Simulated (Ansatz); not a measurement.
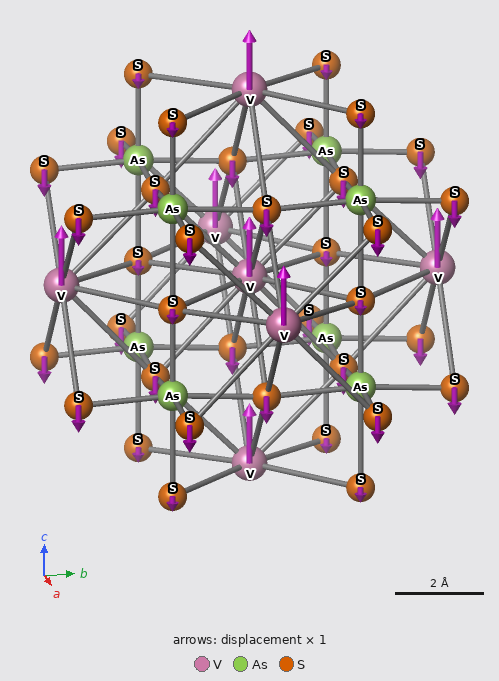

This is a relaxation of solid VAsS3 (built on the tetragonal perovskite type) (coarse preliminary run). The starting structure is drawn; purple arrows show the displacements (the part carried along by the change of the cell is left out), at their true length.

Style: ball-and-stick. Shown: the atoms within 5.8 Å of the atom that moves most (axes of the cell of the calculation), slightly off an axis.

Case: tetragonal perovskite type (P4mm, No. 99).

Computed with Ansatz, DFT PBE, scalar-relativistic, plane waves, PAW. Set-up: plane-wave cutoff 420 eV; k-point mesh 4 × 4 × 4; occupations gaussian; smearing width 0.1 eV; collinear spin; cell and atoms relaxed; force threshold 0.04 eV/Å; at most 70 steps.

### Which element moves most?

Vanadium: up to 1.41 Å, against 0.64 Å for sulfur.

### Describe the change and its energy.

The largest move relative to the cell is that of the V atom, 1.41 Å along +c. Largest moves by element: V 1.41 Å, S 0.64 Å, As 0.23 Å. The volume changes by +46.7 %, with a = b 4.348 → 4.544 Å (+4.5 %), c 4.402 → 5.914 Å (+34.3 %). Among the contacts that change: S–V 3.141 → 5.578 Å, As–S 2.377 → 3.785 Å, S–V 3.076 → 3.740 Å, S–V 3.047 → 2.415 Å. Bonds break, among them: As–S (2.38 → 3.78 Å). Among the angles between lasting bonds that change: S–V–S 91.0° → 140.4°, V–S–V 91.0° → 140.4°, S–As–S 173.0° → 130.3°. The space group stays P4mm (No. 99). The energy falls by 4.631 eV per cell of the calculation in 12 accepted moves (14 points after the start). Largest force component: 3.2 eV/Å at the start, 0.019 eV/Å at the end. The pressure goes from 23.71 to −0.07 GPa. The SCF was repeated twice at an unchanged geometry on a basis and grid sized afresh for the cell, which shifted the energy by 0.125 eV per cell of the calculation at most. The run took 2.6 min on 1 thread of Arm Neoverse V2, on a shared host, peak memory 0.42 GiB.
